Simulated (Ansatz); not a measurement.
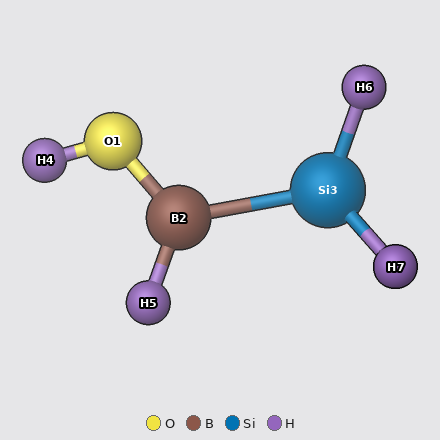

The system is BH4OSi, SMILES OB[SiH2], spin multiplicity 2; the picture shows the reference structure. First axis: dihedral O1–B2–Si3–H6. Second axis: dihedral H4–O1–B2–Si3. Nothing is relaxed (all other coordinates rigid). The scan uses an 18 × 18 grid. All energies are given in kJ/mol relative to the lowest grid point. Method: Ansatz, UHF/def2-SVP.

Its coordinates:

```yaml
atoms:
  - { symbol: O, position_ang: [-1.5800, -0.0909, -0.4914] }
  - { symbol: B, position_ang: [-0.2654, -0.3731, -0.5067] }
  - { symbol: Si, position_ang: [1.0109, 0.7435, 0.5932] }
  - { symbol: H, position_ang: [-2.1067, -0.6277, -1.0634] }
  - { symbol: H, position_ang: [0.1545, -1.2540, -1.2173] }
  - { symbol: H, position_ang: [0.4709, 1.4796, 1.7607] }
  - { symbol: H, position_ang: [2.3159, 0.1227, 0.9248] }
```

Range: dihedral O1–B2–Si3–H6 from −180 to 160°; dihedral H4–O1–B2–Si3 from −180 to 160°.

**What landscape does the calculation give?**

The lowest grid point is at dihedral O1–B2–Si3–H6 = 20°, dihedral H4–O1–B2–Si3 = −180°. There are further wells near dihedral O1–B2–Si3–H6 = −160°, dihedral H4–O1–B2–Si3 = −180° (1.0 kJ/mol above the lowest at that grid point); dihedral O1–B2–Si3–H6 = 20°, dihedral H4–O1–B2–Si3 = 0° (5 kJ/mol above the lowest at that grid point); dihedral O1–B2–Si3–H6 = −160°, dihedral H4–O1–B2–Si3 = 0° (6 kJ/mol above the lowest at that grid point). The highest grid point, dihedral O1–B2–Si3–H6 = −60°, dihedral H4–O1–B2–Si3 = 80°, lies 86 kJ/mol above the lowest. On the interpolated surface the easiest way out of the lowest well to the well at about dihedral O1–B2–Si3–H6 = −155°, dihedral H4–O1–B2–Si3 = −180° passes a barrier of about 20 kJ/mol. Round the minimum the two coordinates are weakly coupled (coupling −0.05 in units of the two stiffnesses).

```csv
"dihedral H4–O1–B2–Si3 ↓, dihedral O1–B2–Si3–H6 →",−180,−140,−100,−60,−20,20,60,100,140
140,25,25,39,44,30,19,28,42,38
100,60,59,76,83,67,54,63,80,77
60,50,48,64,73,59,47,54,68,67
20,16,13,28,35,23,13,19,29,28
−20,14,13,26,33,20,9,17,27,24
−60,47,46,62,69,54,42,51,66,61
−100,60,58,75,85,70,56,65,82,78
−140,27,24,39,48,36,24,31,45,43
−180,4,2,15,21,10,0,7,19,16
```

The table holds every second grid line.

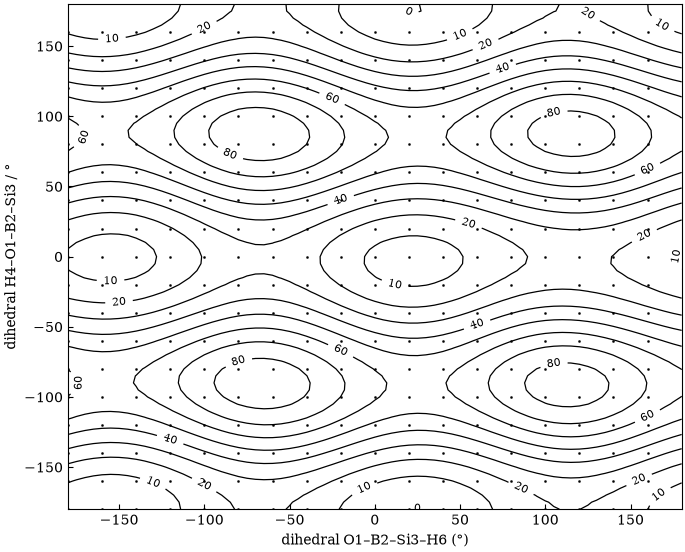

Drawn: contour lines labelled in kJ/mol, dots at the grid points. Between grid points the surface is interpolated.

Time for the 324 points that were run: 7.8 min on 1 thread of Arm Neoverse N1 (shared host).
